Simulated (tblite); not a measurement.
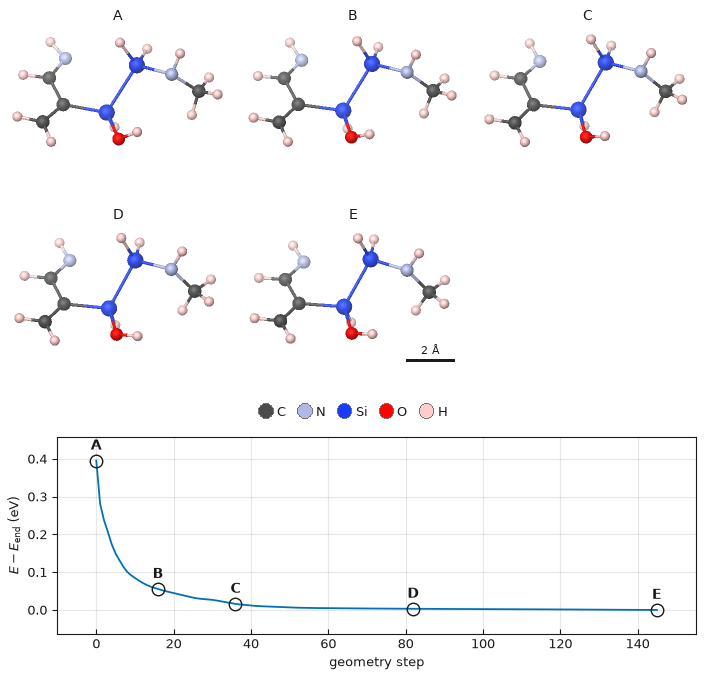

Frames of a relaxation of C$_{4}$H$_{12}$N$_{2}$OSi$_{2}$, marked on the history of the run. A ball-and-stick model, seen at a tilt.

All numbers below come from tblite, GFN2-xTB geometry optimisation, gas phase. 

Question: What happens along the run?

Answer: Over 145 geometry steps the energy falls by 0.395 eV. An H atom moves most after the best rigid fit: 0.56 Å. Largest moves by element: H 0.56 Å, N 0.24 Å, Si 0.23 Å, C 0.22 Å, O 0.21 Å. Among the contacts that change: Si–Si 2.365 → 2.300 Å, O–Si 1.686 → 1.643 Å, C–C 1.486 → 1.447 Å, C–Si 1.851 → 1.890 Å. Bond angles that change, for instance: Si–N–H 107.3° → 117.2°, C–Si–O 110.9° → 101.9°, N–Si–H 105.3° → 113.7°. Groups turn about O–Si by about 25°. Cost: 2.4 s on 1 thread of Arm Neoverse N1, on a shared host. From step 0 to 16: an H atom moves most (0.20 Å), energy −0.340 eV. From step 16 to 36: an H atom moves most (0.25 Å), energy −0.039 eV. From step 36 to 82: an H atom moves most (0.18 Å), energy −0.013 eV. From step 82 to 145: H atoms move most (0.21 Å), energy −0.003 eV.
